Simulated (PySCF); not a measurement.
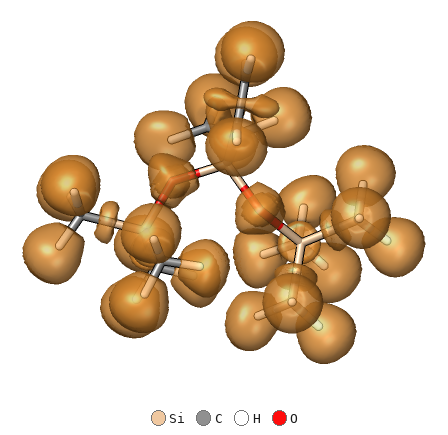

C10H24O2Si3 (Si(vinyl)2(OSiMe3)2). Isosurface of the electron localisation function at 0.8 (orange), seen across its widest extent. Only the valence region is drawn (cores and ρ < 0.01 e/Å³ removed).

Geometry: PBE0-D3(BJ)/def2-SVP.

Theory: PBE0/pcSseg-1, SCF density, gas phase, non-relativistic (PySCF 2.14.0).

```xyz
39

Si    1.0775   -0.7585    0.4005
C     0.8984   -1.0443    2.2337
C     0.0534   -1.9521    2.7361
H     1.5018   -0.4502    2.9340
H    -0.5623   -2.5721    2.0748
H    -0.0618   -2.1175    3.8135
C     2.8129   -1.0993   -0.1731
C     3.7408   -1.6792    0.5969
H     3.0940   -0.8076   -1.1944
H     3.5207   -1.9959    1.6233
H     4.7604   -1.8722    0.2430
O     0.7090    0.8051    0.0024
Si    0.2377    2.3220    0.5224
C    -0.8923    2.1582    2.0094
C    -0.6581    3.1227   -0.9130
C     1.7796    3.2865    0.9706
H    -1.2541    3.1463    2.3365
H    -0.3696    1.6876    2.8562
H    -1.7707    1.5368    1.7750
H    -1.5560    2.5477   -1.1892
H    -0.9753    4.1486   -0.6674
H    -0.0045    3.1712   -1.7980
H     2.3163    2.7972    1.7991
H     2.4662    3.3422    0.1115
H     1.5384    4.3155    1.2830
O     0.0132   -1.7544   -0.3768
Si   -1.2600   -1.6024   -1.4584
C    -2.6854   -0.7490   -0.5879
C    -1.7357   -3.3384   -1.9658
C    -0.6920   -0.5954   -2.9331
H    -3.5673   -0.6666   -1.2428
H    -2.3951    0.2667   -0.2779
H    -2.9828   -1.3060    0.3145
H    -2.0455   -3.9332   -1.0925
H    -2.5708   -3.3273   -2.6842
H    -0.8837   -3.8511   -2.4388
H    -0.3252    0.3870   -2.5976
H     0.1302   -1.1037   -3.4611
H    -1.5103   -0.4335   -3.6526
```

Describe the localisation domains.

The surface consists of two regions between bonded C–C atoms (shared pairs), eight regions between bonded C–Si atoms (shared pairs), 24 regions around hydrogen nuclei and two regions wrapped around O (its lone pairs, merged into a ring or cap). Profiles from the grid: C–C (1.34 Å): the ELF peaks at about 0.90 between the atoms; a multiple bond. Si–O (1.65 Å): the ELF peaks at about 0.85 between the atoms (a polar covalent bond).
